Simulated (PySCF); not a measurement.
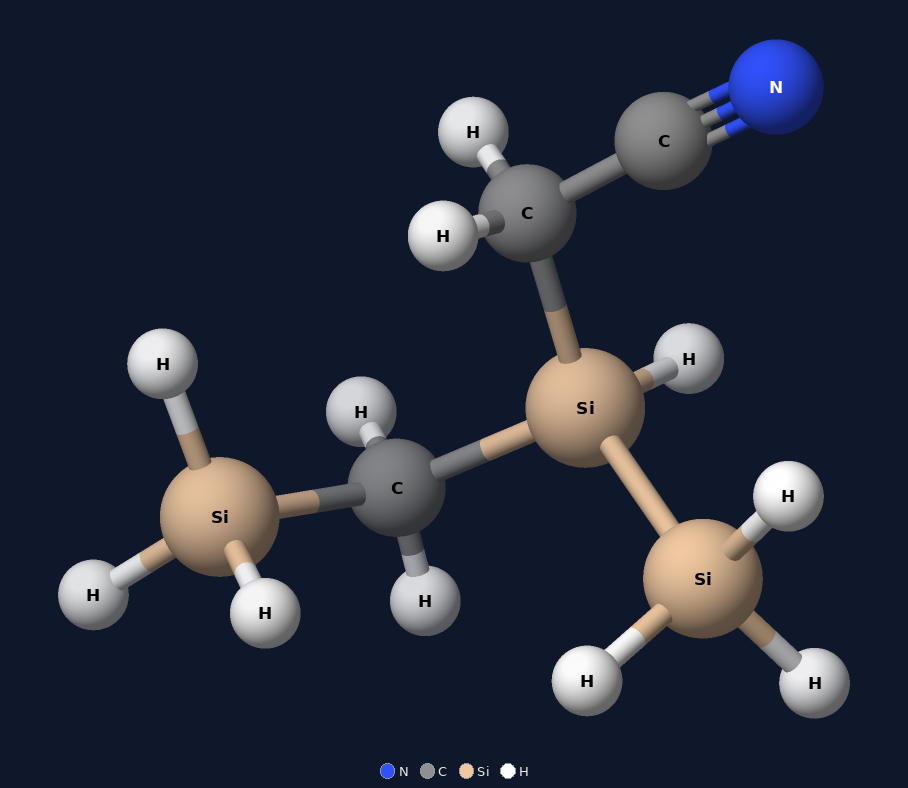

The geometry was computed by an optimisation with GFN2-xTB. No frequency run is at hand to confirm it as a minimum. Properties computed with ωB97X-D/def2-SVPD, gas phase (PySCF 2.14.0). Excitations: vertical, linear response.

Question: Estimate the HOMO energy (Kohn–Sham orbital).

Answer: −10.42 eV.

Question: What is the LUMO energy (Kohn–Sham orbital)?

Answer: 1.20 eV.

Question: Estimate the brightest of the 8 lowest singlets.

Answer: 7.81 eV.

Question: Give the dipole moment at this level.

Answer: 4.55 D.

The geometry is semi-empirical. Around Si such bond lengths and angles can be off by a tenth of an ångström or more and by several degrees, and values that hang on the shape move with them.
